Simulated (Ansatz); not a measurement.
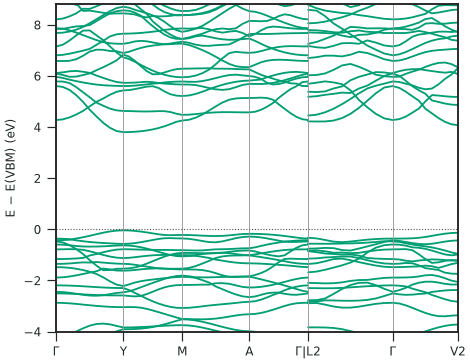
*Band structure from plane-wave PAW r²SCAN (Ansatz code)*

The gap is 3.80 eV; an edge lies off the plotted path or next to a special point (maximum off the standard path, minimum at Y).

The material is Li₄Ca₂MgSi₂N₆ in space group C2/m (No. 12; Pearson symbol mS30).

The workflow started from a Materials Project entry (that database holds measured and hypothetical structures alike); the Crystallography Open Database copy checked does not list it. Its standing as an ambient phase is unchecked. Symmetry was held in the r²SCAN relaxation; whether a distortion lowers the energy is not shown.

Potentials: the later of the program's two PAW sets.
